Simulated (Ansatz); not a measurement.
# SnSeS monolayer, Janus under uniaxial strain along a, the zigzag direction, with the width clamped

Aim: how do the optical modes of SnSeS monolayer, Janus shift and split under this strain?

Program: Ansatz 0.2.0. Level of theory: DFT PBEsol, scalar-relativistic, plane waves, PAW; PAW set soft_1. Results are calculated unless marked as measured.

### 1. The structure

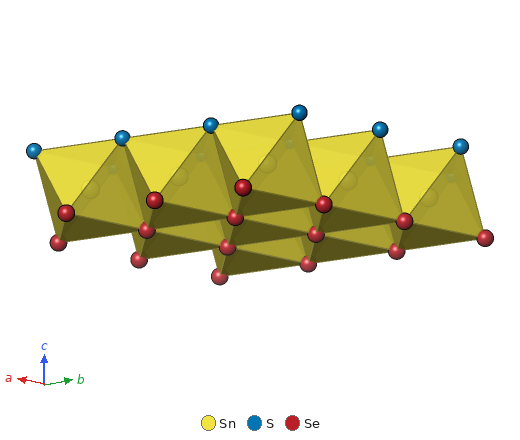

The cell as given, from a free direction (tin yellow, sulfur blue, selenium red). 2×2×1 cells are drawn. Some periodic images of atoms are drawn too.

The cell holds 3 atoms: 1 Sn, 1 S and 1 Se. Its edges and angles: a = 3.800 Å, b = 3.800 Å, c = 30.000 Å, α = 90.0°, β = 90.0°, γ = 120.0°. Vacuum lies along c. The height across the vacuum is the one that the program set for its solve, not the one typed.

### 2. A rough relaxation first

The start is far from rest, so a relaxation with loose tolerances brings it close first. The program lengthens the typed cell of 20.0 Å along the normal to 30.0 Å, as its cut-off of the electrostatics needs, and moves no atom.

Input file input.yaml:

```yaml
crystal:
  lattice:
    - [3.8, 0.0, 0.0]
    - [-1.9, 3.2909, 0.0]
    - [0.0, 0.0, 20.0]
  atoms:
    - { symbol: Sn, position: [0.0, 0.0, 0.5] }
    - { symbol: S, position: [0.333333, 0.666667, 0.575] }
    - { symbol: Se, position: [0.666667, 0.333333, 0.42] }
  periodic: [true, true, false]
kpoints:
  mp_grid: { grid: [6, 6, 1] }
hamiltonian:
  xc: pbesol
  pseudopotentials: { kind: paw, azcp: { folder: soft_1 }, xc_functional: pbe }
scf:
  occupations: { method: gaussian, width: 0.1 }
output:
  forces: true
  stress: true
  eigenvalues: true
relax:
  adjacent_minimum: "off"
  f_tol: 0.05
  max_steps: 80
  cell: { stress_2d_tol: 0.02 }
```

Command:

```bash
$ ansatz run input.yaml --threads 8 --pin off --max-ram 16384MiB --backend cpu --events-out ev --progress --plain --runs-dir out
```

Numbers of over 12 decimals in the logs are rounded to 6 here.

The log of the run:

```text
[...]
F+E_penalty+E_count = -12260.01258735 eV   max|allowed force component| = 7.246e-3 eV/Å   (the final SCF, on the basis selected at the relaxed cell)
  cell:  # Å, volume = 360.8980 Å³
    - [3.727059, 0.0, 0]
    - [-1.863530, 3.227728, 0]
    - [0, 0, 30.0]
  atoms:
    - { symbol: Sn, position: [6.000067814687168e-19, 0, 0.333926] }
    - { symbol: S, position: [0.333333, 0.666667, 0.382323] }
    - { symbol: Se, position: [0.666667, 0.333333, 0.280418] }
[key lines of the parts left out:]
SCF converged after 8 iterations
Free energy (F): -12260.012587 eV
Fermi energy:    -5.711794 eV
P = ½ c Tr σ = 0.0117 N/m
```

The job ended after 6.2 s (8 threads of Arm Neoverse V2, shared host; peak memory 0.76 GiB).

The steps of the relaxation:

```
step  energy less that of the first step (eV)  largest force component (eV/Å)  volume (Å³)
   1                                   0.0000                          0.6341       375.16
   2                                   0.0247                          1.0817       366.51
   3                                  -0.0480                          0.1016       363.47
   4                                  -0.0492                          0.0438       361.10
   5                                  -0.0493                          0.0072       360.90
  6*                                  -0.0491                          0.0072       360.90
```

Relaxation steps marked * repeat the geometry before them on a plane-wave basis chosen anew for their cell, so energy and pressure can jump there. Relaxation step 2 was tried and not accepted.

Forces are held to the 6 operations that the run works with; a distortion that breaks them can't arise in this run.

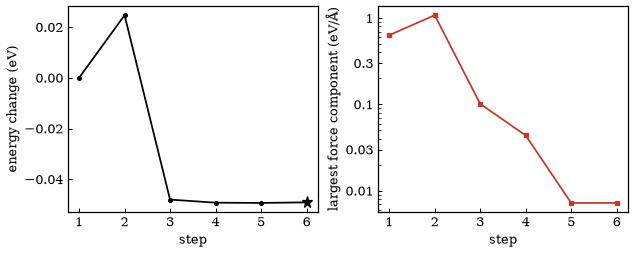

Energy and largest force along the relaxation. Stars mark steps on a basis chosen anew.

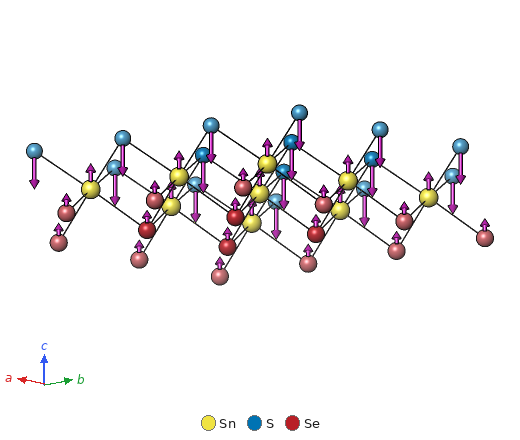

Displacements in the relaxation, exaggerated, measured against the changing cell; the longest in the cell stands for 0.03 Å. 2×2×1 cells are drawn. Some periodic images of atoms are drawn too.

```
cell as run  before  after  change
      a (Å)   3.800  3.727  -1.9 %
      b (Å)   3.800  3.727  -1.9 %
```

The atoms that moved most (Å, along periodic axes as changes of fractional coordinates times the final cell, across vacuum about the mean position):

```
atom     dx     dy      dz  length
  S2  0.000  0.000  -0.030   0.030
 Sn1  0.000  0.000   0.018   0.018
 Se3  0.000  0.000   0.013   0.013
```

Final coordinates:

```
Sn S Se
1.0
     3.72706    0.00000    0.00000
    -1.86353    3.22773    0.00000
     0.00000    0.00000   30.00000
Sn S Se
1 1 1
Direct
  0.00000 0.00000 0.33393
  0.33333 0.66667 0.38232
  0.66667 0.33333 0.28042
```

Numbers from this step:

```yaml
gap_on_the_k_mesh: 0.9128 eV
area_per_atom: 4.01 Å²
```

The relaxation ends with a largest force component of 0.0072 eV/Å.

### 3. Bringing the structure to rest

The cell and atoms are relaxed, since residual forces and stress would shift the frequencies.

Input file input.yaml:

```yaml
crystal:
  lattice:
    - [3.7270591554, 0.0, 0.0]
    - [-1.8635295777, 3.22772791, 0.0]
    - [0.0, 0.0, 30.0]
  atoms:
    - { symbol: Sn, position: [0.0, 0.0, 0.3339261756] }
    - { symbol: S, position: [0.3333333333, 0.6666666667, 0.3823228279] }
    - { symbol: Se, position: [0.6666666667, 0.3333333333, 0.2804176633] }
  periodic: [true, true, false]
kpoints:
  mp_grid: { grid: [9, 9, 1] }
hamiltonian:
  xc: pbesol
  pseudopotentials: { kind: paw, azcp: { folder: soft_1 }, xc_functional: pbe }
scf:
  occupations: { method: gaussian, width: 0.02 }
output:
  forces: true
  stress: true
  eigenvalues: true
  write_density: true
  write_potential: true
  elf: true
  volumetric_format: npy
relax:
  adjacent_minimum: "off"
  f_tol: 0.005
  max_steps: 80
  cell: { stress_2d_tol: 0.02 }
```

The log of the run:

```text
[...]
Crystal: 3 atoms, lattice volume = 360.898 Å³
Basis set: ecut = 420 eV, 7085 PW (Γ), exchange–correlation on 50×50×432 points (8 copies of the dense FFT grid, shifted against one another)
Bands: 22, of which v1, the nominal top of the filled ones, is band 18 counted from 1 (17 counted from 0)
Symmetry: 6 space group operations
[...]
k-points: 12 of 81 (time reversal used)
[...]
SCF iter   1: F=—  HF=-12260.410024 eV  |F-HF|=—  |Δ(HF+E_count)|=         —  Δρ=1.53e-2  dr2=1.30e0  ethr=3.10e-3  ⟨swp⟩=16.0  Hψ=2218  notcnv=0
[...]
SCF iter  10: F=-12260.022978 eV  HF=-12260.022978 eV  |F-HF|=5.17e-9  |Δ(HF+E_count)|=   1.10e-7  Δρ=2.07e-6  dr2=1.38e-8  ethr=2.78e-10  ⟨swp⟩=18.4  Hψ=2660  notcnv=0
SCF 1 converged in 10 iterations: F = -12260.022978 eV  dr2 = 1.38e-8
[...]
relax step   1: F+E_penalty+E_count = -12260.02297761 eV  Δ(F+E_penalty+E_count) = +0.000e0 eV  max|allowed force component| = 6.017e-3 eV/Å  Δτ_max = 0.0000 Å  P = -0.048 N/m  Ω = 360.898 Å³  fix = [c, alpha, beta]  reactions: c +0.000 N/m  (10 SCF iters, dr2 threshold 1.00e-7 eV, accepted)
Crystal: 3 atoms, lattice volume = 360.328 Å³
[...]
SCF iter   6: F=-12260.022988 eV  HF=-12260.022988 eV  |F-HF|=1.44e-9  |Δ(HF+E_count)|=   5.38e-9  Δρ=1.11e-6  dr2=3.28e-9  ethr=9.40e-12  ⟨swp⟩=13.2  Hψ=2670  notcnv=0
SCF 2 converged in 6 iterations: F = -12260.022988 eV  dr2 = 3.28e-9
relax step   2: F+E_penalty+E_count = -12260.02298797 eV  Δ(F+E_penalty+E_count) = -1.036e-5 eV  max|allowed force component| = 1.929e-2 eV/Å  Δτ_max = 0.0033 Å  P = -0.021 N/m  Ω = 360.328 Å³  energy of the carried Pulay correction = +1.013e-5 eV  fix = [c, alpha, beta]  reactions: c -0.000 N/m  (6 SCF iters, dr2 threshold 3.38e-9 eV, accepted)
Crystal: 3 atoms, lattice volume = 360.506 Å³
[...]
SCF iter   5: F=-12260.023015 eV  HF=-12260.023015 eV  |F-HF|=3.29e-10  |Δ(HF+E_count)|=   1.41e-8  Δρ=2.81e-6  dr2=1.44e-8  ethr=6.46e-11  ⟨swp⟩=18.3  Hψ=2603  notcnv=0
SCF 3 converged in 5 iterations: F = -12260.023015 eV  dr2 = 1.44e-8
relax step   3: F+E_penalty+E_count = -12260.02301514 eV  Δ(F+E_penalty+E_count) = -2.717e-5 eV  max|allowed force component| = 3.029e-3 eV/Å  Δτ_max = 0.0018 Å  P = -0.016 N/m  Ω = 360.506 Å³  energy of the carried Pulay correction = +6.968e-6 eV  fix = [c, alpha, beta]  reactions: c -0.000 N/m  (5 SCF iters, dr2 threshold 2.32e-8 eV, accepted)
[...]
SCF iter   9: F=-12260.023008 eV  HF=-12260.023008 eV  |F-HF|=7.28e-11  |Δ(HF+E_count)|=  6.18e-11  Δρ=1.34e-8  dr2=7.08e-13  ethr=1.00e-12  ⟨swp⟩=10.0  Hψ=1857  notcnv=0
SCF 4 converged in 9 iterations: F = -12260.023008 eV  dr2 = 7.08e-13
relax step   4: F+E_penalty+E_count = -12260.02300764 eV  Δ(F+E_penalty+E_count) = +7.506e-6 eV  max|allowed force component| = 3.081e-3 eV/Å  Δτ_max = 0.0000 Å  P = -0.016 N/m  Ω = 360.506 Å³  fix = [c, alpha, beta]  reactions: c -0.000 N/m  stress off target by 1.61e-2 N/m on what of the cell is left free  SCF on the basis re-selected at this cell (its energy is not comparable with the rows above)  (9 SCF iters)
[...]
WARN: The input density's exchange-correlation potential varies sharply where the density is thin. Do not read a vacuum level from v_tot or v_xc, or from such a field of the output density. On a cell that repeats whose density bears no net charge and no dipole along the vacuum's axis use v_es (v_loc + v_h of the components); under efield.dipole_correction with no amplitude use v_es + v_field, which holds any external [...]
SCF converged after 9 iterations
Free energy (F): -12260.023008 eV
[...]
Internal energy: -12260.023008 eV  (E = F + TS)
E sigma→0 (E₀):  -12260.023008 eV
Fermi energy:    -5.679448 eV
[...]
--- Forces (eV/Å), atoms counted from 1 ---
  atom   1  Sn    -0.00000000    -0.00000000    -0.00048086
  atom   2  S      0.00000000     0.00000000    -0.00260022
  atom   3  Se     0.00000000    -0.00000000     0.00308105
  max |Σ_I F_I| component: 3.27e-8 eV/Å
--- 2D stress c σ (N/m, compression-positive) ---
       -0.016083      -0.000000       0.000000
        0.000000      -0.016083      -0.000000
        0.000000      -0.000000      -0.000000
  P = ½ c Tr σ = -0.0161 N/m
--- Band table (eV; the first three rows and the last of 12) ---
  k-point 0: bands = [... 14 lower, -7.1047, -7.1047, -6.1649, -6.1649, -4.3958, -2.9271, -1.3614, -1.3614]
  k-point 1: bands = [... 14 lower, -7.3757, -7.3498, -6.9057, -6.1894, -3.8892, -2.2955, -1.4899, -1.0650]
  k-point 2: bands = [... 14 lower, -8.0002, -7.9115, -7.1752, -6.3179, -3.9979, -1.9831, -0.6328, -0.4999]
  k-point 11: bands = [... 14 lower, -9.9578, -9.6734, -7.2324, -7.0773, -4.1407, -0.7588, -0.6504, 0.6363]
--- Relaxed structure (3 steps of the walk, 3 accepted, 1 SCFs on fresh bases) ---
[...]
cell:  # Å, volume = 360.5056 Å³
    - [3.725033, 0.0, 0]
    - [-1.862516, 3.225973, 0]
    - [0, 0, 30.0]
  atoms:
    - { symbol: Sn, position: [0, 0, 0.333926] }
    - { symbol: S, position: [0.333333, 0.666667, 0.382374] }
    - { symbol: Se, position: [0.666667, 0.333333, 0.280367] }
```

The job ended after 6.4 s (8 threads; peak memory 0.87 GiB).

Little changed from the start: no atom moved by 0.005 Å and no cell edge by 0.1 %.

This step gave:

```
gap on the k-mesh : 0.9714 eV
area per atom     : 4.006 Å²
```

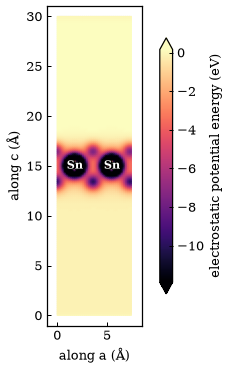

Electrostatic potential energy in the ac plane at fractional y = 0.000, with atoms of Sn within 0.2 Å of it. With pseudopotentials it is smooth inside the atoms' cores, unlike the true potential. The map starts off the cell's origin, so that atoms lie inside it.

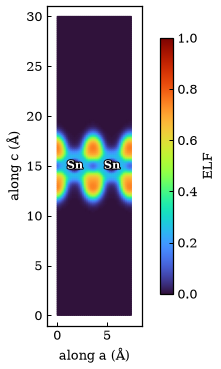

ELF in the ac plane at fractional y = 0.000, with atoms of Sn within 0.2 Å of it. It is the smooth field of the valence electrons, not physical close to the nuclei. The map starts off the cell's origin, so that atoms lie inside it.

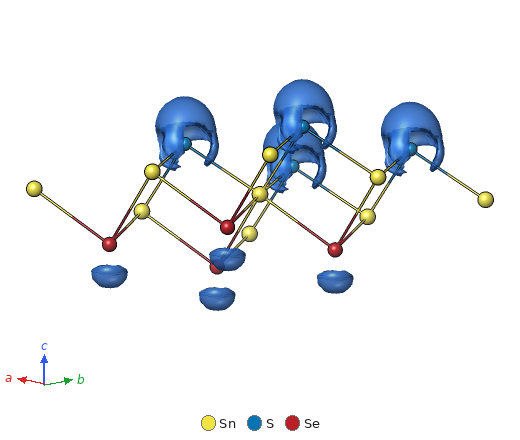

Surface of ELF = 0.85. 2×2×1 cells are drawn.

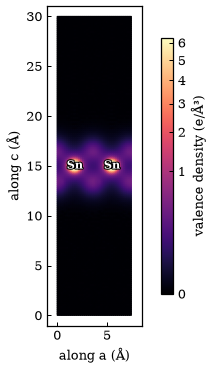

Valence density in the ac plane at fractional y = 0.000, with atoms of Sn within 0.2 Å of it. It is the smooth field of the valence electrons, not physical close to the nuclei. The map starts off the cell's origin, so that atoms lie inside it. The colour scale is stretched toward low values.

### 4. Tight relaxation

Phonons need small forces and stress, so the relaxation is finished with tight tolerances on 9×9×1 k points.

input.yaml, the sections that differ from step 3:

```yaml
crystal:
  lattice:
    - [3.7250326022, 0.0, 0.0]
    - [-1.8625163011, 3.2259728635, 0.0]
    - [0.0, 0.0, 30.0]
  atoms:
    - { symbol: Sn, position: [0.0, 0.0, 0.3339259113] }
    - { symbol: S, position: [0.3333333333, 0.6666666667, 0.3823738773] }
    - { symbol: Se, position: [0.6666666667, 0.3333333333, 0.2803668782] }
  periodic: [true, true, false]
scf:
  occupations: { method: fixed }
output:
  forces: true
  stress: true
  eigenvalues: true
relax:
  adjacent_minimum: "off"
  f_tol: 0.001
  max_steps: 60
  cell: { stress_2d_tol: 0.002 }
# kpoints, hamiltonian: as in step 3
```

The log of the run:

```text
[...]
Crystal: 3 atoms, lattice volume = 360.506 Å³
Basis set: ecut = 420 eV, 7085 PW (Γ), exchange–correlation on 50×50×432 points (8 copies of the dense FFT grid, shifted against one another)
Bands: 22, of which v1, the nominal top of the filled ones, is band 18 counted from 1 (17 counted from 0)
Symmetry: 6 space group operations
[...]
k-points: 12 of 81 (time reversal used)
[...]
k-point 11: bands = [... 14 lower, -9.9589, -9.6745, -7.2327, -7.0774, -4.1393, -0.7580, -0.6495, 0.6384]
--- Relaxed structure (4 steps of the walk, 3 accepted, 1 SCFs on fresh bases) ---
[...]
cell:  # Å, volume = 360.4088 Å³
    - [3.724532, 0.0, 0]
    - [-1.862266, 3.225540, 0]
    - [0, 0, 30.0]
  atoms:
    - { symbol: Sn, position: [0, 0, 0.333925] }
    - { symbol: S, position: [0.333333, 0.666667, 0.382371] }
    - { symbol: Se, position: [0.666667, 0.333333, 0.280370] }
[key lines of the parts left out:]
SCF converged after 10 iterations
Free energy (F): -12260.023011 eV
Fermi energy:    -6.164172 eV
P = ½ c Tr σ = 0.0002 N/m
```

Run time: 7.4 s. Hardware: 8 threads; peak memory 0.86 GiB; 53 s of CPU time.

Little changed from the start: no atom moved by 0.005 Å and no cell edge by 0.1 %.

This step gave:

- gap on the k-mesh: 0.9716 eV
- area per atom: 4.005 Å²

The largest force component left is 0.21 meV/Å, within the tolerances set.

### 5. Zone-centre response at rest

Phonons follow from the second derivative of the energy, found here by linear response.

The modes at rest are the reference of the series.

input.yaml, the sections that differ from step 4:

```yaml
crystal:
  lattice:
    - [3.7245322168, 0.0, 0.0]
    - [-1.8622661084, 3.225539517, 0.0]
    - [0.0, 0.0, 30.0]
  atoms:
    - { symbol: Sn, position: [0.0, 0.0, 0.3339251524] }
    - { symbol: S, position: [0.3333333333, 0.6666666667, 0.3823711895] }
    - { symbol: Se, position: [0.6666666667, 0.3333333333, 0.280370325] }
  periodic: [true, true, false]
output:
  eigenvalues: true
phonons:
  method: dfpt
# kpoints, hamiltonian, scf: as in step 4
# relax: removed
```

The log of the run:

```text
[...]
Crystal: 3 atoms, lattice volume = 360.409 Å³
Basis set: ecut = 420 eV, 7085 PW (Γ), exchange–correlation on 50×50×432 points (8 copies of the dense FFT grid, shifted against one another)
Bands: 22, of which v1, the nominal top of the filled ones, is band 18 counted from 1 (17 counted from 0)
Symmetry: 6 space group operations
k-points: 25 of 81 (irreducible under 2 space group operations, time reversal used)
[...]
SCF iter   1: F=—  HF=-12260.409633 eV  |F-HF|=—  |Δ(HF+E_count)|=         —  Δρ=1.52e-2  dr2=1.26e0  ethr=3.10e-3  ⟨swp⟩=7.7  Hψ=2958  notcnv=0  defer=44
[...]
SCF iter  13: F=-12260.023011 eV  HF=-12260.023011 eV  |F-HF|=5.09e-11  |Δ(HF+E_count)|=  3.64e-12  Δρ=4.30e-8  dr2=5.43e-12  ethr=1.00e-12  ⟨swp⟩=24.0  Hψ=5576  notcnv=0
SCF 1 converged in 13 iterations: F = -12260.023011 eV  dr2 = 5.43e-12
[...]
DFPT response loops at Γ: preconditioner auto → none (the input reference at scf.mixing.eps_inf says where Resta's filter doesn't serve); β = 0.50; Broyden in place of MSR1
SCF converged after 13 iterations
Free energy (F): -12260.023011 eV
[...]
Internal energy: -12260.023011 eV  (E = F + TS)
E sigma→0 (E₀):  -12260.023011 eV
Fermi energy:    -6.164172 eV
[...]
--- Band table (eV; the first three rows and the last of 25) ---
  k-point 0: bands = [... 14 lower, -7.1042, -7.1042, -6.1642, -6.1642, -4.3934, -2.9257, -1.3599, -1.3599]
  k-point 1: bands = [... 14 lower, -7.3753, -7.3503, -6.9053, -6.1888, -3.8868, -2.2940, -1.4886, -1.0634]
  k-point 2: bands = [... 14 lower, -8.0005, -7.9115, -7.1755, -6.3174, -3.9961, -1.9816, -0.6315, -0.4981]
  k-point 24: bands = [... 14 lower, -9.5721, -8.4521, -7.5411, -6.7569, -3.9781, -1.2108, -0.4793, -0.0167]
--- Phonons (Γ-DFPT): 6 representative perturbations + reference, on 25 of 81 k-points (Σ response iterations 25) ---
  k mesh reduced under 2 symmetry operations, with k and −k counted as one. Each operation leaves every solved perturbation unchanged. A smaller set is not used because it would not reduce the number of displacements times k-points to solve
  ASR residual: 9.205e-5 → 0.000e0 eV/Å²; symmetrization residual: 7.320e-6 eV/Å²
  ASR residual per site (eV/Å²): 9.20e-5 1.25e-5 5.28e-5
  Γ frequencies (cm⁻¹): 0.00 0.00 0.00 133.61 133.61 187.53 187.53 221.80 324.96
  non-analytic LO–TO correction: not included (Born effective charges unavailable; polar crystals: no LO–TO splitting at Γ)
```

It took 21 s on 8 threads; peak memory 1.4 GiB; 2.4 min of CPU time.

Reading the cycles: dr2 is the Hartree energy of the density residual (eV), the measure of convergence; HF is the Harris–Foulkes estimate of the energy, which meets the free energy F at convergence.

Numbers from this step:

* sum-rule residual before enforcement: 9.20e-5 eV/Å²
* point group: 3m
* highest optical mode at the zone centre (no LO-TO term): 325.0 cm⁻¹
* lowest optical zone-centre mode: 133.6 cm⁻¹

Without the LO-TO term. Patterns of degenerate modes are one choice out of their space. The modes at Γ (shares of kinetic energy by element, %):

```
mode  frequency (cm⁻¹)  symmetry  Sn %  S %  Se %
   1               0.0  acoustic    52   14    34
   2               0.0  acoustic    52   14    34
   3               0.0  acoustic    52   14    34
   4             133.6         E    22   14    65
   5             133.6         E    22   14    65
   6             187.5         E    27   72     1
   7             187.5         E    27   72     1
   8             221.8        A1    18   18    63
   9             325.0        A1    30   68     2
```

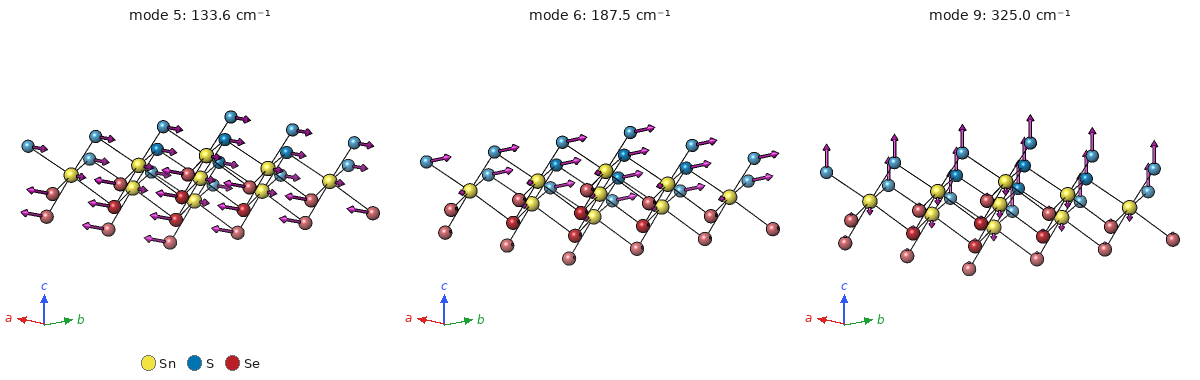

Displacement patterns of modes 5, 6 and 9 at Γ; arrows are exaggerated. 2×2×1 cells are drawn. Some periodic images of atoms are drawn too.

Before it was imposed, the acoustic sum rule was missed by 9.2e-5 eV/Å². Small misses are needed for a sound result but don't prove that mesh and cutoff are converged. The lowest optical mode is real, 134 cm⁻¹.

[end of part 1 of 2]

[Logs are printed without paths, hosts, clocks, repeated set-up lines and the standing remarks that a program may print on its own settings, such as how far it seeks lower states.]

[Hosts, paths, dates, database ids (printed as entryN), source tags and the programs' standing remarks are cut or masked in the printed files.]
